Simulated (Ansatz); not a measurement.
# PBE0/STO-3G run of BH3Cl− (SMILES [BH3-]Cl)

What is the energy change on altering one bond length of BH3Cl− at PBE0/STO-3G? 

The calculation is run with Ansatz 0.2.0.

3 further runs of the same task are left out: 3 that didn't finish.

## (1) The molecule

BH3Cl− has 5 atoms, charge -1, and is taken as a singlet. SMILES: `[BH3-]Cl`. Geometry: relaxed at GFN2-xTB.

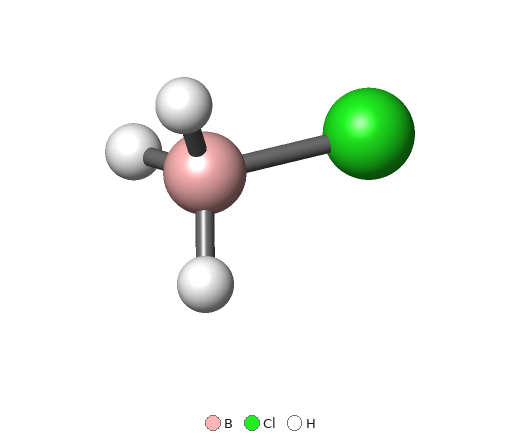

Viewed from a chosen angle; boron pink, chlorine green, hydrogen white.

## (2) A single-point energy at PBE0/STO-3G

Contents of run.yaml:

```yaml
crystal:
  periodic: [false, false, false]
  atoms:
    - symbol: B
      position_ang: [0.082390, -0.047870, 0.135930]
    - symbol: Cl
      position_ang: [-0.845860, 0.496450, -1.396970]
    - symbol: H
      position_ang: [1.223080, -0.254620, -0.203070]
    - symbol: H
      position_ang: [-0.460100, -1.051350, 0.532730]
    - symbol: H
      position_ang: [0.000500, 0.857390, 0.931390]
basis:
  gaussian: {orbitals: STO-3G}
total_charge: -1
magnetization: {spin_polarized: false}
hamiltonian: {xc: {name: PBE0}}
accuracy: high
```

The run is started by

```
ansatz run run.yaml --threads 1 --pin off --max-ram 2610MiB --events-out events.jsonl --progress --plain --runs-dir runs
```

Log:

```text
Warning: RAYON_NUM_THREADS=1 ignored (pool sized by the plan → 1); use --threads N
Functional definition: PBE0
  name "PBE0"
  parameter a = 0.25
  parameter kappa = 0.804
  parameter beta = 0.06672455060314922
  exchange = (1 - a)*pbe_x(kappa = kappa, mu = beta*pi^2/3) + a*exact_x
  correlation = pbe_c(beta = beta)
282 factors; integrals over basis functions are off by at most 6.2e-9 eV
mean field evaluation 1: about -13097.5545 eV, gradient 1.1e1 eV
mean field evaluation 2: about -13097.8487 eV, gradient 7.1e0 eV
mean field evaluation 4: about -13098.0105 eV, gradient 3.0e-1 eV
mean field evaluation 8: about -13097.9905 eV, gradient 7.8e-4 eV
mean field -13097.99052538 eV, -481.3422736709 hartree, gradient 1.0e-8 eV, S^2 0.000000; 0 other end points of the search recorded, 0 dependent functions left out
reference -13097.99052658 eV, -481.3422737149 hartree; 13, 13 occupied and 4, 4 virtual orbitals, 282 factors
Total energy: -13097.99052658 eV, -481.3422737149 hartree
```

Run time: 0.87 s. Hardware: 1 thread of Arm Neoverse V1, shared host; peak memory 0.091 GiB.

## (3) The distorted shape, same level

Contents of molecule.yaml:

```yaml
crystal:
  periodic: [false, false, false]
  atoms:
    - symbol: B
      position_ang: [0.102860, -0.274154, -0.062907]
    - symbol: Cl
      position_ang: [-0.825390, 0.270166, -1.595807]
    - symbol: H
      position_ang: [1.243550, -0.480904, -0.401907]
    - symbol: H
      position_ang: [-0.439630, -1.277634, 0.333893]
    - symbol: H
      position_ang: [0.000500, 0.857390, 0.931390]
basis:
  gaussian: {orbitals: STO-3G}
total_charge: -1
magnetization: {spin_polarized: false}
hamiltonian: {xc: pbe0}
accuracy: high
```

The run is started by

```
ansatz run molecule.yaml --threads 1 --pin off --max-ram 2610MiB --events-out events.jsonl --progress --plain --runs-dir runs
```

Log:

```text
Warning: RAYON_NUM_THREADS=1 ignored (pool sized by the plan → 1); use --threads N
Functional definition: PBE0
  name "PBE0"
  parameter a = 0.25
  parameter kappa = 0.804
  parameter beta = 0.06672455060314922
  exchange = (1 - a)*pbe_x(kappa = kappa, mu = beta*pi^2/3) + a*exact_x
  correlation = pbe_c(beta = beta)
281 factors; integrals over basis functions are off by at most 9.8e-9 eV
mean field evaluation 1: about -13096.2621 eV, gradient 1.4e1 eV
mean field evaluation 2: about -13096.5623 eV, gradient 1.2e1 eV
mean field evaluation 4: about -13097.0361 eV, gradient 3.1e-1 eV
mean field evaluation 8: about -13097.0008 eV, gradient 6.2e-4 eV
mean field -13097.00083694 eV, -481.3059032916 hartree, gradient 9.5e-8 eV, S^2 0.000000; 0 other end points of the search recorded, 0 dependent functions left out
reference -13097.00083816 eV, -481.3059033362 hartree; 13, 13 occupied and 4, 4 virtual orbitals, 281 factors
Total energy: -13097.00083816 eV, -481.3059033362 hartree
```

Wall time 0.87 s (1 thread of Arm Neoverse V1, shared host); peak memory 0.09 GiB.

## (4) Results

At PBE0/STO-3G:

| quantity | value |
| --- | --- |
| first shape: total energy | -481.34227 Eh |
| distorted shape: total energy | -481.30590 Eh |
| energy change with the B1–H5 bond stretched from 1.208 to 1.510 Å | 0.990 eV |

What this shows: With the B1–H5 bond stretched from 1.208 to 1.510 Å the energy rises by 0.99 eV (95.5 kJ/mol). The first shape isn't relaxed at this level, so the change isn't measured from a minimum. The minimal basis adds a large error of its own.
